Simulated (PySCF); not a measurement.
Vertical excitations of a molecule C₆H₅I from TDA-ωB97X/def2-SVPD run with PySCF, as energy in eV (oscillator strength): 4.88 (0.000), 4.96 (0.601), 5.02 (0.000), 5.27 (0.018), 5.52 (0.000), 5.67 (0.207), 5.96 (0.000), 6.12 (0.000), 6.71 (0.240), 6.94 (0.001). Lowest triplet (TDA): 2.66 eV. Geometry: PBE0-D3(BJ)/def2-SVP. The def2 effective core potentials stand for the cores of I; spin–orbit coupling is left out. Other conformers were not sampled.

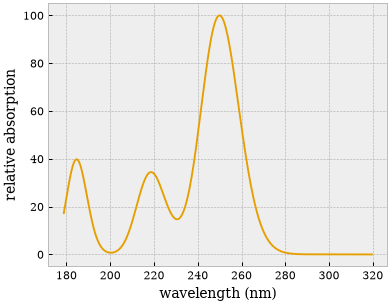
Figure. The lines broadened by 0.4 eV.

Task: Which structure fits?
A. C#C/C(I)=C/C=C
B. C#CC(=C)C(=C)I
C. C#C/C(C=C)=C/I
D. C#C/C=C(\I)C=C

Result: D, C#C/C=C(\I)C=C
